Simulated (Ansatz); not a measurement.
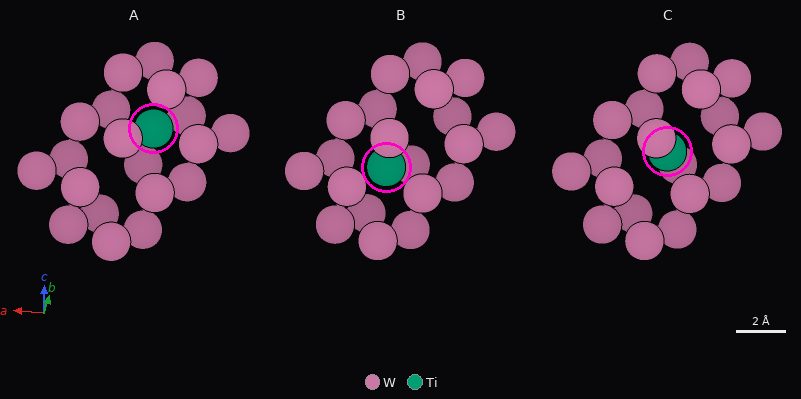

3 geometries from a converged minimum-energy path of W with a W vacancy (15 atoms in the cell), shuffled. The picture is a spheres-only view of the atoms within 4.3 Å of the middle of the path, seen from a free direction. The moving atom is ringed, with any periodic copies.

Method: Ansatz, DFT PBE, scalar-relativistic, plane waves, PAW. Set-up: plane-wave cutoff 420 eV; k-point mesh 3 × 3 × 3; Gaussian smearing 0.05 eV; 5 movable images; climbing image; force threshold 0.05 eV/Å; iteration limit 49; starting path by image-dependent pair potential.

### One of them is the converged climbing image. Which?

C. In order along the path, whose images run from 0 to 6: B (image 1, +0.32 eV), C (image 3, +1.02 eV), A (image 6, 0.00 eV). It is a vacancy jump: a nearby atom moves into the empty site and leaves its own site empty. The Ti atom travels furthest, 2.57 Å from end to end, along [−1 1 1], on a straight line. At the highest image its nearest neighbour (W) is 2.69 Å away, against 2.73 Å at the start, and the surrounding atoms stand up to 0.07 Å off the mean of their end positions.

Limits of the set-up: the periodic images lie only 6.3 Å apart, so the values are limited by the cell's size.

PAW datasets: the set soft_1.
